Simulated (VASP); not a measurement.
Band structure of GeSn (relaxed from the wurtzite structure, space group P6_3mc). Level of theory: PBEsol GGA, VASP's PBE PAW potentials (set 64) (plane waves; VASP 6.6.1).

Unless said otherwise, spin-orbit coupling is left out, though it shifts the bands of the heavy elements here.

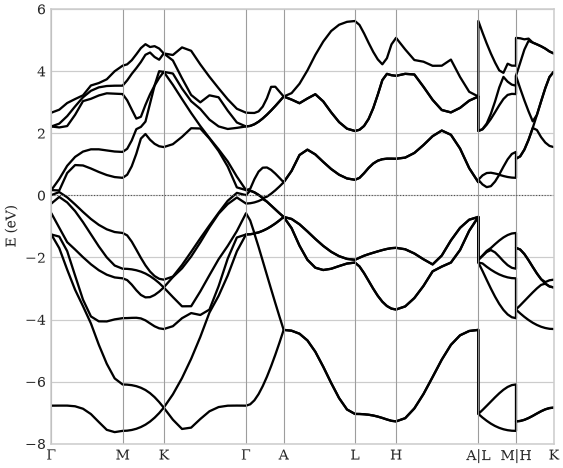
Bands along high-symmetry lines, zero at the valence-band maximum or, without a gap, the Fermi level

Read the plot: is there a gap, and where are the band edges?

It has no gap at this level: it comes out as a metal or semimetal. (Edges off the drawn lines would not show.)

The structure was generated: GeSn was put into the wurtzite type (P6_3mc), which need not be its known phase. It was relaxed first, which changed the volume by +6 %.
